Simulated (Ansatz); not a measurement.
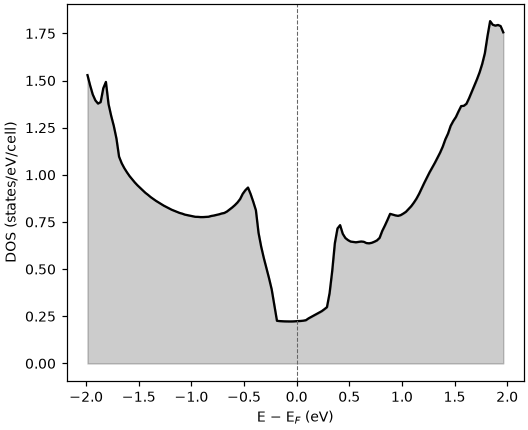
Figure: Density of states of WSi2 (I4/mmm) near the Fermi level, PBEsol, rigid bands (Ansatz, an electronic-structure program).

Task: With 3 atoms a cell, what bare Sommerfeld coefficient γ = (π²/3) k_B² N(E_F) follows?

Result: N(E_F) ≈ 0.22 states/eV a cell at 300 K, so γ ≈ 0.177 mJ/(mol of atoms·K²), before electron-phonon enhancement.

Task: How far does the Fermi level move in a rigid band for 0.1 electron a cell added or removed?

Result: 347 meV and -320 meV.

A metal at this level (no band gap); rigid bands, thermally averaged at 300 K, both spins. Spin-orbit coupling is left out, which matters with elements this heavy. Geometry: cell and atoms relaxed with PBEsol.
